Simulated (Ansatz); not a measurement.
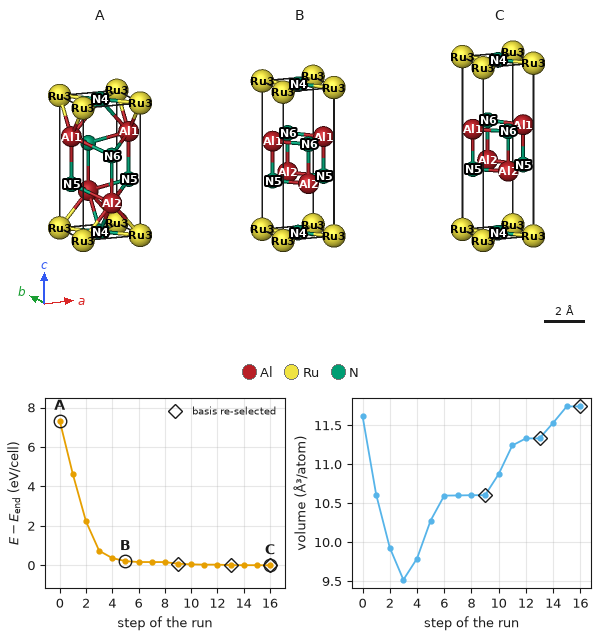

Frames of a relaxation of solid Al$_{2}$RuN$_{3}$ (a generated structure, set up in P-4m2) (coarse preliminary run), marked on the history of the run. The picture is a ball-and-stick view of the cell of the calculation, seen slightly off an axis.

These are results of DFT PBE, scalar-relativistic, plane waves, PAW (Ansatz 0.2.0), not measurements.

Input file:
```yaml
crystal:
  lattice:
    - [3.16754939, 0.0, 0.0]
    - [0.0, 3.16754939, 0.0]
    - [0.0, 0.0, 6.94856386]
  atoms:
    - { symbol: Al, position: [0.0, 0.5, 0.73723203] }
    - { symbol: Al, position: [0.5, 0.0, 0.26276797] }
    - { symbol: Ru, position: [0.0, 0.0, 0.0], spin: 1.0 }
    - { symbol: "N", position: [0.5, 0.5, 0.0] }
    - { symbol: "N", position: [0.0, 0.5, 0.37740001] }
    - { symbol: "N", position: [0.5, 0.0, 0.62259999] }
basis:
  ecutwfc: 420
kpoints:
  mp_grid: { grid: [6, 6, 4] }
hamiltonian:
  xc: pbe
scf:
  occupations: { method: gaussian, width: 0.1 }
  lower_state_search: "off"
output:
  forces: true
  stress: true
  eigenvalues: true
  populations: true
magnetization:
  spin_polarized: true
relax:
  adjacent_minimum: "off"
  f_tol: 0.04
  max_steps: 70
  cell: { stress_tol: 0.4 }
```

Launched with:
```bash
ansatz run input.yaml --threads 1 --pin off --max-ram 2560MiB --backend cpu --events-out ev --progress --plain --runs-dir out
```

Q: What happens along the run?

A: The largest moves relative to the cell, 1.14 Å, are those of Al1 and Al2. Al2 goes along +c. By element the largest moves are Al 1.14 Å, N 0.03 Å. Ru stays in place. The drawn cell changes as follows: a = b 3.168 → 2.787 Å (−12.0 %), c 6.949 → 9.070 Å (+30.5 %); the volume changes by +1.1 %. Near-neighbour distances that change, for instance: Al1–N4 2.417 → 3.786 Å, Al1–Ru3 2.417 → 3.786 Å, Al1–N5 2.500 → 2.093 Å, Al1–N6 2.377 → 1.972 Å. Bond angles that change, for instance: N6–Al1–N6 140.8° → 176.3°, Al1–N6–Al1 140.8° → 176.3°, Al1–N6–Al1 83.6° → 89.9°. The space group stays P-4m2 (No. 115). After 13 accepted moves (16 points after the start) the energy has fallen by 7.324 eV per cell of the calculation. The largest force component goes from 4.8 to 0.005 eV/Å. The pressure goes from −17.30 to 0.12 GPa. At 3 points the geometry stayed and the basis and grid were re-selected for the new cell (energy shift of 82.4 meV per cell of the calculation at most each time). The program noted that the starting moments weren't kept. From step 0 to 5: Al atoms move most (0.82 Å), volume −11.5 %, energy −7.110 eV per cell of the calculation. From step 5 to 16: Al atoms move most (0.18 Å), volume +14.3 %, energy −0.214 eV per cell of the calculation.

```tsv
step	E − E(0), meV/atom	largest force component, eV/Å	pressure, GPa	volume, Å³/atom	note
0	0.00	4.7879	-17.30	11.620	
1	-451.29	4.3296	-15.77	10.612	
2	-849.41	3.2105	-9.95	9.931	
3	-1097.48	1.0802	3.50	9.518	
4	-1159.27	0.3962	4.49	9.791	
5	-1185.08	0.0978	-0.26	10.279	
6	-1192.51	0.1590	-0.20	10.599	
7	-1192.91	0.0536	0.12	10.601	
8	-1192.93	0.0271	0.17	10.604	
9	-1206.66	0.0315	1.49	10.604	same geometry, new basis
10	-1212.31	0.0184	1.27	10.875	
11	-1214.67	0.0146	0.24	11.243	
12	-1214.58	0.0025	0.00	11.333	
13	-1218.78	0.0046	0.52	11.333	same geometry, new basis
14	-1219.37	0.0052	0.28	11.533	
15	-1219.16	0.0073	0.06	11.744	
16	-1220.67	0.0050	0.12	11.744	same geometry, new basis
```
